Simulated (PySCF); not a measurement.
```yaml
atoms:
  - { symbol: C, position_ang: [-2.6076, -0.6149, 0.1054] }
  - { symbol: Si, position_ang: [-1.4644, 0.8808, 0.2736] }
  - { symbol: Br, position_ang: [-1.8012, 2.2005, -1.5120] }
  - { symbol: C, position_ang: [0.3098, 0.3815, 0.2135] }
  - { symbol: C, position_ang: [1.4791, 0.0735, 0.1492] }
  - { symbol: Si, position_ang: [3.2729, -0.3847, 0.0671] }
  - { symbol: H, position_ang: [-2.4147, -1.1597, -0.8159] }
  - { symbol: H, position_ang: [-3.6519, -0.3117, 0.0969] }
  - { symbol: H, position_ang: [-2.4658, -1.3032, 0.9337] }
  - { symbol: H, position_ang: [-1.7532, 1.7260, 1.4267] }
  - { symbol: H, position_ang: [3.5436, -1.2546, 1.2150] }
  - { symbol: H, position_ang: [3.5035, -1.0886, -1.1950] }
  - { symbol: H, position_ang: [4.0456, 0.8556, 0.1455] }
```

Geometry: GFN2-xTB.

Level of theory: CAM-B3LYP/def2-SVPD, SCF density, gas phase in PySCF 2.14.0.

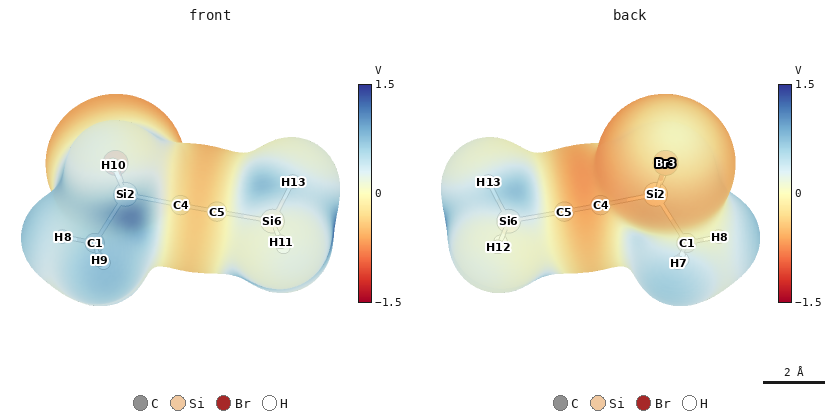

C$_{3}$H$_{7}$BrSi$_{2}$. The electrostatic potential painted on the density surface at 0.001 e/bohr³, seen from the front and from behind; red is negative and blue positive.

Question: Describe the electrostatic potential map.

Answer: The most negative region (about −0.7 V) lies over Br3, C4 and C5, the most positive (about +1.1 V) over Si2 and Si6.

Question: What dipole moment does the calculation give?

Answer: Its dipole moment is 2.19 D.
